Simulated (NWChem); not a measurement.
**F2 (fluorine) at 6 levels**

Aim: a comparison of 6 runs (B2PLYP/cc-pVTZ, B3LYP/cc-pVTZ, BHLYP/cc-pVTZ, SVWN5/cc-pVTZ, wB97X/cc-pVTZ, CCSD/cc-pVTZ) of F2 (fluorine). 

Program for the calculation: NWChem 7.3.0.

1 further run of the same task is left out (set aside as unsound or not needed).

## (1) The system as given

F2 has 2 atoms, charge 0, and is taken as a singlet. As SMILES, `FF`. Geometry: relaxed at PBE0-D4/def2-TZVP.

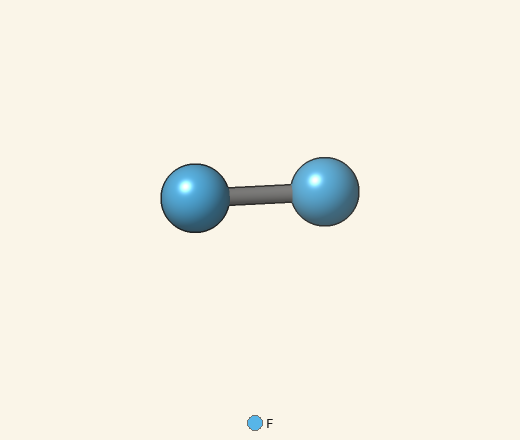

Viewed from a chosen angle; fluorine blue.

## (2) A single-point energy at B2PLYP/cc-pVTZ (run 1)

Contents of geom.nw:

```
start geom
title "F2"
memory total 2200 mb

geometry units angstroms noautosym nocenter noautoz
  F    -0.583900    0.212400   -0.295000
  F     0.583900   -0.212400    0.295000
end

basis spherical bse
  * library cc-pVTZ
end

dft
  xc hfexch 0.53 becke88 0.47 lyp 0.73 mp2 0.27
  dftmp2 semidirect
  grid xfine
  convergence energy 1e-08
  maxiter 100
  mulliken
end

mp2
  freeze core 2
end

task dft energy
```

Command:

```sh
$ nwchem geom.nw > geom.out
```

The program printed:

```text
[...]
          Wavefunction type:  closed shell.
          No. of atoms     :     2
          No. of electrons :    18
[...]
          Charge           :     0
          Spin multiplicity:     1
[...]
          AO basis - number of functions:    60
[...]
              XC Information
              --------------
                     Hartree-Fock (Exact) Exchange  0.530
                    Becke 1988 Exchange Functional  0.470
              Lee-Yang-Parr Correlation Functional  0.730
[...]
 d= 0,ls=0.0,diis     1   -199.2868640270 -2.30D+02  3.77D-03  5.16D-01     0.5
[...]
 d= 0,ls=0.0,diis     7   -199.3146609794 -1.70D-10  1.85D-08  8.26D-12     2.8
         Total DFT energy =     -199.314660979384
      One electron energy =     -340.251287090317
           Coulomb energy =      130.301343929353
    Exchange-Corr. energy =      -20.524170823599
 Nuclear repulsion energy =       31.159453005178
[...]
      Total Density - Mulliken Population Analysis
     ---------------------------------------------
    Atom       Charge   Shell Charges
 -----------   ------   -------------------------------------------------------
    1 F    9     9.00   1.95  0.29  1.09  0.65  1.52  2.30  1.18  0.00  0.02  0.00
    2 F    9     9.00   1.95  0.29  1.09  0.65  1.52  2.30  1.18  0.00  0.02  0.00
[...]
  Basis functions       =     60
[...]
```

Run time: 3.9 s. Hardware: 1 thread of Intel Xeon 6975P-C (Granite Rapids), shared host; peak memory 0.13 GiB.

## (3) Energy and forces at B3LYP/cc-pVTZ (run 2)

Contents of run.py:

```python
from ase import Atoms
from ase.calculators.nwchem import NWChem

mol = Atoms(['F', 'F'], positions=[
    [-0.583900, 0.212400, -0.295000],
    [0.583900, -0.212400, 0.295000],
])

calc = NWChem(
    label='m1',
    theory='dft',
    memory='2200 mb',
    basis='cc-pVTZ',
    basispar='spherical bse',
    dft={'xc': 'b3lyp', 'mult': '1', 'grid': 'xfine', 'convergence': 'energy 1e-08', 'iterations': '100', 'mulliken': None},
)
mol.calc = calc

forces = mol.get_forces()
print(f"energy = {mol.get_potential_energy():.6f} eV")
print("forces (eV/A):")
for s, f in zip(mol.symbols, forces):
    print(f"{s:2s} {f[0]:10.5f} {f[1]:10.5f} {f[2]:10.5f}")
print("dipole (e A):", mol.get_dipole_moment().round(4))
```

Command:

```sh
$ export ASE_NWCHEM_COMMAND="nwchem PREFIX.nwi > PREFIX.nwo"
$ python run.py
```

The program printed:

```text
energy = -5431.012937 eV
forces (eV/A):
F    -0.76213    0.27722   -0.38505
F     0.76213   -0.27722    0.38505
dipole (e A): [ 0. -0.  0.]
```

The calculator wrote m1.nwi:

```
title "m1"

permanent_dir m1

scratch_dir m1

start m1

geometry units angstrom nocenter noautosym noautoz
  F  -5.8389999999999997e-01 2.1240000000000001e-01 -2.9499999999999998e-01
  F  5.8389999999999997e-01 -2.1240000000000001e-01 2.9499999999999998e-01
end

memory 2200 mb

basis spherical bse noprint
   * library cc-pVTZ
end

dft
  xc b3lyp
  mult 1
  grid xfine
  convergence energy 1e-08
  iterations 100
  mulliken
end

task dft gradient
```

m1.nwo (excerpt; [...] marks lines left out):

```text
[...]
         Total DFT energy =     -199.586045794741
[...]
  wavefunction    = closed shell
                         DFT ENERGY GRADIENTS
    atom               coordinates                        gradient
                 x          y          z           x          y          z
   1 F      -1.103411   0.401378  -0.557469    0.014821  -0.005391   0.007488
   2 F       1.103411  -0.401378   0.557469   -0.014821   0.005391  -0.007488
[...]
```

Run time: 4.8 s. Hardware: 1 thread of Intel Xeon 6975P-C (Granite Rapids), shared host; peak memory 0.13 GiB.

## (4) Energy and gradient at BHLYP/cc-pVTZ (run 3)

Contents of job.nw:

```
start job
title "F2"
memory stack 880 mb heap 220 mb global 1100 mb
geometry units angstroms noautosym nocenter noautoz
  F     -0.583900     0.212400    -0.295000
  F      0.583900    -0.212400     0.295000
end
basis spherical bse
  * library cc-pVTZ
end
dft
  xc bhlyp
  mult 1
  grid xfine
  convergence energy 1e-08
  maxiter 100
  mulliken
  noprint "final vectors analysis"
end
task dft gradient
```

Command:

```sh
$ nwchem job.nw > job.out
```

The program printed:

```text
[...]
          Wavefunction type:  closed shell.
          No. of atoms     :     2
          No. of electrons :    18
[...]
          Charge           :     0
          Spin multiplicity:     1
[...]
          AO basis - number of functions:    60
[...]
              XC Information
              --------------
                        BHLYP Method XC Functional
                     Hartree-Fock (Exact) Exchange  0.500
                        Slater Exchange Functional  0.500 local
                    Becke 1988 Exchange Functional  0.500 non-local
              Lee-Yang-Parr Correlation Functional  1.000
[...]
 d= 0,ls=0.0,diis     1   -199.4729653121 -2.31D+02  3.90D-03  5.48D-01     0.5
[...]
 d= 0,ls=0.0,diis     7   -199.5019495996 -1.50D-10  2.12D-08  1.38D-11     2.8
         Total DFT energy =     -199.501949599611
      One electron energy =     -340.287247976852
           Coulomb energy =      130.340576098612
    Exchange-Corr. energy =      -20.714730726549
 Nuclear repulsion energy =       31.159453005178
[...]
      Total Density - Mulliken Population Analysis
     ---------------------------------------------
    Atom       Charge   Shell Charges
 -----------   ------   -------------------------------------------------------
    1 F    9     9.00   1.95  0.29  1.09  0.65  1.52  2.30  1.18  0.00  0.02  0.00
    2 F    9     9.00   1.95  0.29  1.09  0.65  1.52  2.30  1.18  0.00  0.02  0.00
[...]
  wavefunction    = closed shell
                         DFT ENERGY GRADIENTS
    atom               coordinates                        gradient
                 x          y          z           x          y          z
   1 F      -1.103411   0.401378  -0.557469   -0.010571   0.003845  -0.005341
   2 F       1.103411  -0.401378   0.557469    0.010571  -0.003845   0.005341
[...]
```

Run time: 4.2 s. Hardware: 1 thread of Intel Xeon 6975P-C (Granite Rapids), shared host; peak memory 0.13 GiB.

Runs 4 to 5 aren't shown in full; the table further down has their settings and results.

## (5) A single-point energy at CCSD/cc-pVTZ (run 6)

Contents of f2.nw:

```
start f2
title "F2"
memory stack 880 mb heap 220 mb global 1100 mb

geometry units bohr noautosym nocenter noautoz
   F  -1.10341108  0.40137783 -0.55746921
   F   1.10341108 -0.40137783  0.55746921
end

basis "ao basis" spherical bse
   * library cc-pVTZ
end

scf
   thresh 1e-08
   maxiter 80
   print low
end

ccsd
   freeze core 2
   maxiter 60
end

task ccsd energy
```

Command:

```sh
$ nwchem f2.nw > f2.out
```

The program printed:

```text
[...]
  functions       =    60
[...]
  wavefunction    = RHF
[...]
         Total SCF energy =   -198.756013300751
      One-electron energy =   -340.166347045081
      Two-electron energy =    110.250882939177
 Nuclear repulsion energy =     31.159450805153
        Time for solution =      2.0s
[...]
 Total MP2 energy:           -199.274300103480726
[...]
             energy      energy      error      ampl     ampl      Block
                                                time     time      time
[...]
 Total CCSD energy:           -199.278057332499060
[...]
```

Run time: 14 s. Hardware: 1 thread of Intel Xeon 6975P-C (Granite Rapids), shared host; peak memory 0.12 GiB.

## (6) All runs side by side

```csv
run,level,task,frozen core orbitals,energy (Eh),dipole moment (D),HOMO energy (eV),LUMO energy (eV),wall time
1,B2PLYP/cc-pVTZ,energy,2,-199.481269,0.00,-13.93,-0.71,3.9 s
2,B3LYP/cc-pVTZ,gradient,–,-199.586046,0.00,-11.12,-3.53,4.8 s
3,BHLYP/cc-pVTZ,gradient,–,-199.501950,0.00,–,–,4.2 s
4,SVWN5/cc-pVTZ,gradient,–,-198.327556,0.00,-9.24,-5.28,3 s
5,wB97X/cc-pVTZ,gradient,–,-199.538967,0.00,-14.03,-0.48,13 s
6,CCSD/cc-pVTZ,energy,2,-199.278057,–,–,–,14 s
```

## (7) Results

| quantity | value |
| --- | --- |
| run 6: total energy | -199.27806 Eh |
| run 6: correlation energy (2 core orbitals frozen) | -522.0 mEh |

In words: Over runs 1, 2, 4, 5 the HOMO–LUMO gap runs from 3.96 eV (SVWN5/cc-pVTZ) to 13.55 eV (wB97X/cc-pVTZ). Totals of different functionals can't be ranked against each other. All runs together took 43 s, the longest 14 s.
